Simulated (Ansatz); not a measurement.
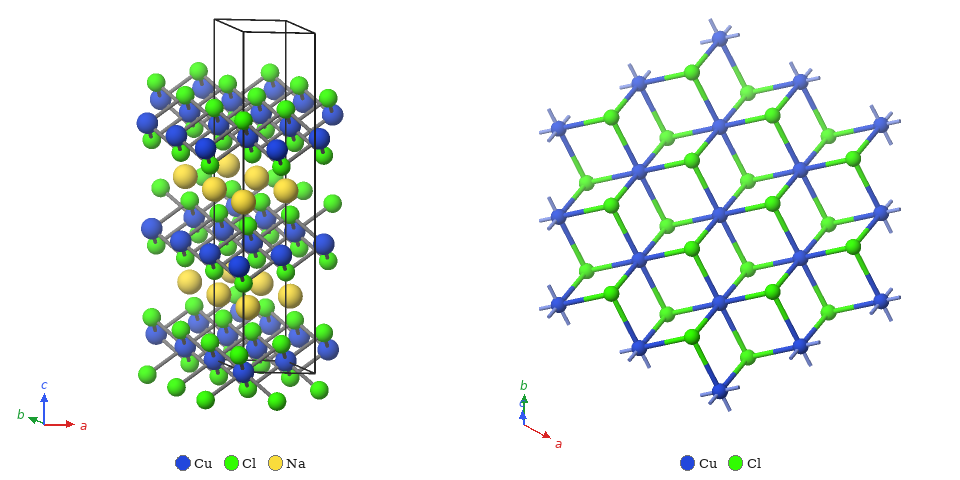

Left: the structure. Right: its underlying net. Nodes are coloured by element. One layer is drawn. Short stubs are edges that leave the cut-out.

NaCuCl₂ (space group R-3m, No. 166). Coordinates: the end point of a relaxation with Ansatz, DFT PBEsol, scalar-relativistic, plane waves, PAW; the starting structure was generated, so it need not be a known form of this composition.

Bonds are taken as Cl–Cu below 2.8 Å; Na is left out of the net, as the electropositive filling of the structure; no other contact counts. The graph is simplified in the usual way: terminal and isolated atoms are pruned, two-connected atoms become edges.

The result is a binodal (3,6)-connected, two-periodic (layers) net: Cl is a 3-connected node; Cu is a 6-connected node, in the ratio 2:1. It is the kgd net, known from the layers of CdI2 (1T type). The layers lie parallel to (001).

| node | links | point symbol | coordination sequence |
| --- | --- | --- | --- |
| Cl | 3 | 4³ | 3 12 9 24 15 36 21 48 |
| Cu | 6 | 4⁶·6⁶·8³ | 6 6 18 12 30 18 42 24 |
